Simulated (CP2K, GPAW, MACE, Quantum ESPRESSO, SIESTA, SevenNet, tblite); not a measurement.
# GPAW on random packing of 40Si3N4-60SiO2 (mol %) (69 atoms): settings against a plane-wave reference, part 2 of 2

Wanted: GPAW inputs and outputs for random packing of 40Si3N4-60SiO2 (mol %) (69 atoms), checked against a plane-wave reference.

Program: GPAW 26.7.0; the method stands at each step. Banners, paths, timers and routine set-up lines are dropped from the logs unmarked, and long logs keep their key lines alone; longer cuts are marked.

So far. Step 2 (PBE, LCAO dzp, h 0.18 Å): Forces lie 17 % from the reference's, at 0.24 times its CPU time (on 1 against 4 cores). Step 3 (PBE, LCAO dzp, h 0.25 Å): Against the first run (17 %), the force difference from the reference is 36 %, at 0.54 times the CPU time: the grid matters here.

## 4. PBE, LCAO sz(dzp), h 0.18 Å

Method: Kohn-Sham DFT, PBE, PAW, atomic orbitals (sz(dzp)).

Contents of run.py:

```python
import numpy as np
from ase.io import read
from gpaw import GPAW, FermiDirac

atoms = read("structure.xyz")
atoms.calc = GPAW(
    mode="lcao",
    basis="sz(dzp)",
    h=0.18,
    xc="PBE",
    kpts={"size": (1, 1, 1), "gamma": True},
    occupations=FermiDirac(0.05),
    maxiter=200,
    symmetry={"point_group": False},
    txt="gpaw.txt",
)
energy = atoms.get_potential_energy(force_consistent=True)
forces = atoms.get_forces()
print(f"energy {energy:.6f} eV")
print("forces (eV/A)")
for i, (a, f) in enumerate(zip(atoms, forces)):
    print(f"{i:4d} {a.symbol:2s} {f[0]:10.5f} {f[1]:10.5f} {f[2]:10.5f}")
print(f"Fermi level {atoms.calc.get_fermi_level():.4f} eV")
for k in range(len(atoms.calc.get_ibz_k_points())):
    for s in range(atoms.calc.get_number_of_spins()):
        e = atoms.calc.get_eigenvalues(kpt=k, spin=s)
        n = np.searchsorted(e, atoms.calc.get_fermi_level())
        print(f"k {k} spin {s} levels about the Fermi level:", np.round(e[max(n - 6, 0):n], 4).tolist(), "|", np.round(e[n:n + 6], 4).tolist())
```

Contents of structure.xyz:

```xyz
69
Lattice="9.70030 0.00000 0.00000 0.00000 9.70030 0.00000 0.00000 0.00000 9.70030" Properties=species:S:1:pos:R:3 pbc="T T T"
[... 69 atom lines left out: the same atoms as in the first run ...]
```

Started as:

```console
$ OMP_NUM_THREADS=1 python run.py > output.txt
```

The program printed:

```text
energy -293.022654 eV
forces (eV/A)
   0 Si    0.21157   -4.42097   -5.99369
   1 Si    1.19899   -1.32542   -0.10307
   2 Si    0.35382    1.62890   -0.25009
   3 Si    1.33739    0.16016   -1.46819
   4 Si   -1.46644   -2.72816    0.45692
   5 Si    0.06146   -0.43707    3.35245
   6 Si   -5.56045    2.60889   -2.21044
   7 Si    0.95632   -0.14630   -2.33122
   8 Si   -1.76364    1.77678    0.46552
   9 Si   -1.68320    0.06508   -2.20159
  10 Si    2.82155   -2.53172    1.96651
  11 Si    2.48823   -0.65468   -1.30859
  12 Si   -1.26002   -0.28525   -0.57065
  13 Si   -1.19039    0.68743   -0.20686
  14 Si    1.41768   -0.15938    0.12402
  15 Si    3.21313    0.62544    0.23582
  16 Si    0.57513    1.08125   -1.12931
  17 Si    1.64631   -0.59672    0.76793
  18 Si    0.31232    0.64507    0.02132
  19 Si   -0.29735    0.21689   -0.36739
  20 Si   -2.78139    0.32652    0.15022
  21 Si   -1.14824    2.05909   -1.22659
  22 Si    3.04020   -1.43792    4.72935
  23 Si   -1.21010   -0.52559   -1.40192
[...]
61 O    -0.26190   -0.25859   -0.82741
  62 O     1.05712   -0.17066   -0.30795
  63 O    -0.11282   -1.65166   -0.32241
  64 O     0.63535   -0.46884   -2.16557
  65 O     0.27124    1.57007   -1.19847
  66 O    -0.13006   -0.80649   -0.33699
  67 O     2.25792   -1.46922    1.61114
  68 O    -0.38999   -0.47922    1.46270
Fermi level 5.2155 eV
k 0 spin 0 levels about the Fermi level: [4.967, 5.0338, 5.0546, 5.0932, 5.1356, 5.2078] | [5.2407, 5.2723, 5.3401, 5.347, 5.4243, 5.482]
```

gpaw.txt:

```text
Input parameters:
  mode=LCAO(),
  basis={'default': 'sz(dzp)'},
  h=0.18,
  kpts=MonkhorstPack(size=(1, 1, 1), gamma=True),
  maxiter=200,
  occupations=Occupations(name='fermi-dirac', width=0.05, fixmagmom=False),
  symmetry=Symmetry(point_group=False),
  xc=XC(name='PBE')
Unit cell  # Å
| periodic |        x |        y |        z |  lengths |    angles |
[... lines left out ...]
  Fermi-Dirac:
[... lines left out ...]
convergence criteria:
- Maximum [total energy] change in last 3 cyles: 0.0005 eV / valence electron
[... lines left out ...]
Converged in 28 steps
[... lines left out ...]
  Free energy:    -293.022654
  Extrapolated:   -292.840002
dipole moment: (36.800580, -19.946436, 15.666929)  # |e|*Ang
Fermi level: 5.215
Eigenvalues  # (at kpt = [0.000, 0.000, 0.000])
| band index |      eig [eV] | occ [0-2] |
|------------|---------------|-----------|
|          0 |       -17.592 |     2.000 |
|        ... |               |           |
|        160 |         4.877 |     1.998 |
|        161 |         4.932 |     1.993 |
[...]
|        175 |         5.567 |     0.002 |
|        ... |               |           |
|        205 |         8.150 |     0.000 |
Gap: 0.033 eV
Transition (v -> c):
  (s=0, k=0, n=167, [0.00, 0.00, 0.00]) -> (s=0, k=0, n=168, [0.00, 0.00, 0.00])
No difference between direct/indirect transitions
Force computation time: 4.762  # s
timing:  # [seconds]
  Total:  91.354  # ━━━━━━━━━━━━━━━━━━━━━━━━━━━━━━━━━━━━━━━━━━━━━━━━━━━━━━━━━
  Init:    6.438  # ━━━━
  SCF:    80.129  # ━━━━━━━━━━━━━━━━━━━━━━━━━━━━━━━━━━━━━━━━━━━━━━━━━━
  Forces:  4.762  # ━━━
```

The job ended after 93 s (1 thread of Intel Xeon Platinum 8375C at 2.90GHz (Ice Lake), shared host; peak memory 0.86 GiB).

Against the reference:

```yaml
r_m_s_force_component: 1.57 eV/Å
r_m_s_difference_of_force_components: 1371 meV/Å
longest_difference_of_force_vectors: 4386 meV/Å
force_difference_over_r_m_s_force: 87.46 %
slope_of_forces_against_the_reference_s: 0.6193
correlation_of_force_components: 0.6182
spacing_of_highest_filled_and_lowest_empty_level: 0.0329 eV
```

This is a coarse setting, run to see what it loses.

Against the first run (17 %), the force difference from the reference is 87 %, at 0.32 times the CPU time, with 276 basis functions against 897: the smaller basis costs accuracy.

## 5. All runs compared

Differences are against the plane-wave reference, forces as r.m.s. over components; share is that over the reference's r.m.s. force, slope the least-squares factor from reference forces to these. Total energies of different programs have different zeros and aren't compared.

| run | Δ force, r.m.s. (meV/Å) | share (%) | slope | cores | CPU time | memory (GiB) |
| --- | --- | --- | --- | --- | --- | --- |
| reference | - | - | - | 4 | 20 min | 3.0 |
| GPAW PBE, LCAO dzp, h 0.18 Å | 269 | 17.1 | 0.926 | 1 | 4.8 min | 1.1 |
| GPAW PBE, LCAO dzp, h 0.25 Å (coarse) | 568 | 36.2 | 0.919 | 1 | 2.6 min | 0.6 |
| GPAW PBE, LCAO sz(dzp), h 0.18 Å (coarse) | 1371 | 87.5 | 0.619 | 1 | 93 s | 0.86 |

Rows marked coarse were listed beforehand as settings not expected to be converged; some can still land near the reference.

CPU time is summed over cores on a shared host, where runs went side by side, so it is rough. Symmetry, cutoffs, thresholds, outputs and thread counts weren't matched or tuned between programs; memory under MPI is the largest rank's times the ranks.

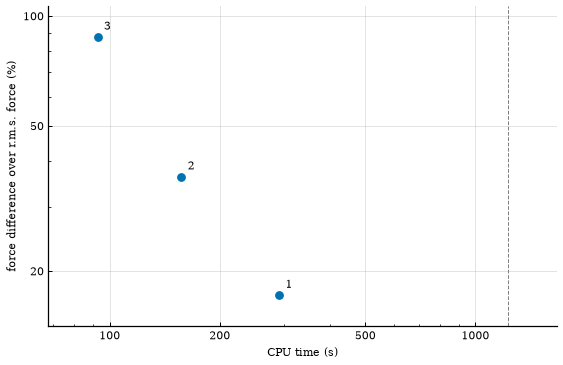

Force difference against CPU time; the dashed line marks the reference's time. Points: 1 GPAW PBE, LCAO dzp, h 0.18 Å; 2 GPAW PBE, LCAO dzp, h 0.25 Å; 3 GPAW PBE, LCAO sz(dzp), h 0.18 Å.

Within one program, basis, potentials and functional, energies share a zero. Each run against its twin at the usual cutoff or grid and solver:

| run | twin | Δ energy (meV/atom) | Δ force, r.m.s. (meV/Å) | CPU time over the twin's |
| --- | --- | --- | --- | --- |
| GPAW PBE, LCAO dzp, h 0.25 Å | LCAO dzp, h 0.18 Å | 295 | 494 | 0.54 |

A second geometry, displaced anew (every atom was moved at random, 0.08 Å r.m.s. a Cartesian component), gives an energy difference that all programs can be tested on. The reference puts it at 11.35 meV/atom.

| run | energy less the first geometry's (meV/atom) | error (meV/atom) | force share at the second geometry (%) |
| --- | --- | --- | --- |
| GPAW PBE, LCAO dzp, h 0.18 Å | 22.14 | 10.8 | 15.1 |
| GPAW PBE, LCAO dzp, h 0.25 Å | 27.84 | 16.5 | 26.2 |
| GPAW PBE, LCAO sz(dzp), h 0.18 Å | 74.89 | 63.5 | 75.3 |

## 6. Outcome

```json
{"nearest in forces": "GPAW PBE, LCAO dzp, h 0.18 Å, 17 %", "its CPU time": "4.8 min"}
```

In words: The PBE run in local orbitals, coarse settings apart, differs by 17 % (GPAW PBE, LCAO dzp, h 0.18 Å); basis, grid and potentials can all enter. Runs with settings chosen to be coarse differ by 36 % (GPAW PBE, LCAO dzp, h 0.25 Å) to 87 % (GPAW PBE, LCAO sz(dzp), h 0.18 Å), their programs' other errors included. Of the electronic-structure runs that take under half the reference's CPU time, GPAW PBE, LCAO dzp, h 0.18 Å comes nearest, at 17 % in 4.8 min against 20 min. The energy difference between the two geometries, 11.3 meV/atom in the reference, is met best by GPAW PBE, LCAO dzp, h 0.18 Å (+10.8) and worst by GPAW PBE, LCAO sz(dzp), h 0.18 Å (coarse) (+63.5). The reference's stress is far from hydrostatic: its diagonal is -18.1, -22.9, -17.6 GPa, compression counted positive. The reference's pressure of -20 GPa says that the cell would shrink at this level of theory. The electronic-structure runs sample only Γ, in a cell whose shortest periodic width is 10 Å, which is coarse for a cell with partly filled levels.

[Also dropped from logs without a mark: logging warnings of Python, and SIESTA's first energy breakdown and zero terms.]

[Logs are printed without paths, hosts, clocks, repeated set-up lines and the standing remarks that a program may print on its own settings, such as how far it seeks lower states.]

[Hosts, paths, dates, database ids (printed as entryN), source tags and the programs' standing remarks are cut or masked in the printed files.]
